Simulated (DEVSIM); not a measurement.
System: illuminated GaSb p-on-n cell, one wavelength, at 350 K.

```
layer (left to right)  material  thickness (μm)  Nd (cm⁻³)  Na (cm⁻³)  τn (s)   τp (s)  absorption coefficient (cm⁻¹)
---------------------  --------  --------------  ---------  ---------  ------  -------  -----------------------------
1                          GaSb          0.0580          -     5.9e17  5.5e-9  5.3e-10                           7400
2                          GaSb            2.60     4.8e16          -  2.5e-8   2.5e-8                           7400
```

Left contact: ohmic, minority electron recombination velocity 60000 cm/s. Right contact: ohmic, minority hole recombination velocity 6000 cm/s. Voltage is applied to the left contact. Recombination: SRH at mid-gap, radiative, Auger. Light enters at the left, 2.3e16 photons cm⁻² s⁻¹, one pass, no reflection. Mobility is μmin + (μ − μmin)/(1 + (N/Nref)^α).

Constants are typed, rounded textbook-type inputs, not results; the design itself was drawn at random and stands for no fabricated device. Values at 300 K; Nc and Nv go as T^1.5, mobilities as T to minus their exponent, the gap by Varshni's rule with the affinity fixed.

```csv
parameter,GaSb
gap (eV),0.726
affinity (eV),4.06
permittivity,15.7
Nc (cm⁻³),2.1e17
Nv (cm⁻³),1.8e19
μn (cm²/Vs),5000
μp (cm²/Vs),850
"μn,min",1000
"μp,min",190
"Nref,n",2.8e17
"Nref,p",9e17
αn,1.05
αp,0.65
T exponent of μn,2
T exponent of μp,1.7
B (cm³/s),1e-10
Cn (cm⁶/s),5e-30
Cp (cm⁶/s),5e-30
Varshni α (eV/K),0.00042
Varshni β (K),140
```

Model (solved in DEVSIM): 1D drift-diffusion, Boltzmann statistics, complete ionisation; no tunnelling, impact ionisation, image-force lowering or self-heating.

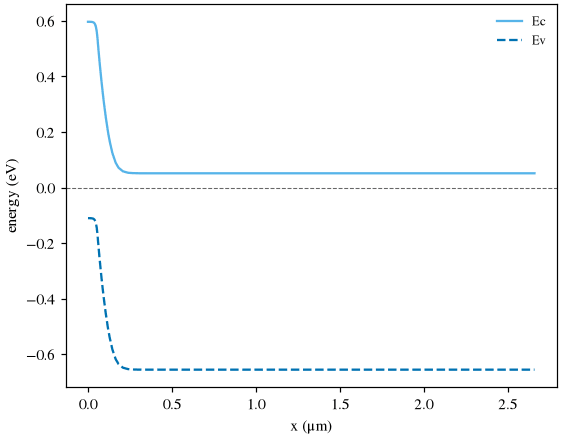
Figure: Band edges at zero bias, in the dark

Energies count from the Fermi level of the right contact; mesh points crowd at the junctions.

```tsv
x (μm)	Ec (eV)	Ev (eV)	n (cm⁻³)	p (cm⁻³)	field (V/cm)
0.000	0.597	-0.110	6.7e8	5.9e17	-51
0.01132	0.597	-0.110	6.8e8	5.9e17	-150
0.02338	0.596	-0.111	6.9e8	5.8e17	-850
0.03586	0.593	-0.114	7.6e8	5.2e17	-5400
0.05202	0.562	-0.145	2.1e9	1.9e17	-44000
0.06343	0.489	-0.218	2.4e10	1.6e16	-68000
0.07998	0.385	-0.322	7.6e11	5.2e14	-58000
0.1182	0.204	-0.503	3.1e14	1.3e12	-37000
0.1651	0.089	-0.618	1.4e16	2.9e10	-13000
0.2380	0.054	-0.653	4.5e16	8.9e9	-870
0.3511	0.052	-0.655	4.8e16	8.3e9	≈ 0
0.6127	0.051	-0.655	4.8e16	8.3e9	≈ 0
0.9334	0.051	-0.655	4.8e16	8.3e9	≈ 0
1.410	0.051	-0.655	4.8e16	8.3e9	≈ 0
1.956	0.051	-0.655	4.8e16	8.3e9	≈ 0
2.215	0.051	-0.655	4.8e16	8.3e9	≈ 0
2.382	0.051	-0.655	4.8e16	8.3e9	≈ 0
2.489	0.051	-0.655	4.8e16	8.3e9	≈ 0
2.576	0.051	-0.655	4.8e16	8.3e9	≈ 0
2.614	0.051	-0.655	4.8e16	8.3e9	≈ 0
2.639	0.051	-0.655	4.8e16	8.3e9	≈ 0
2.658	0.051	-0.655	4.8e16	8.3e9	≈ 0
```
